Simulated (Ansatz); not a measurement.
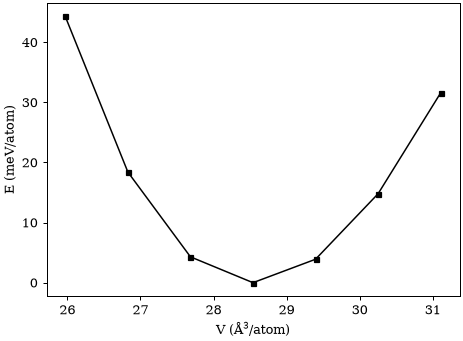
GaSb (zinc blende, space group No. 216) under volume change, the program Ansatz at the PBEsol level (PAW), scaled uniformly.

Problem. What does a third-order Birch–Murnaghan fit give for V₀, B₀ and B′?

Solution. V₀ = 28.53 Å³/atom, B₀ = 51.6 GPa, B′ = 4.8.

Space group F-43m (zinc blende). The cell was relaxed with PBEsol under the symmetry of its start. Spin–orbit coupling is left out wherever it is not named.

Potentials: the earlier of the program's two PAW sets. The files were generated under PBE; for other functionals the program regenerates the frozen cores, and for LDA and PBEsol the local potential too.
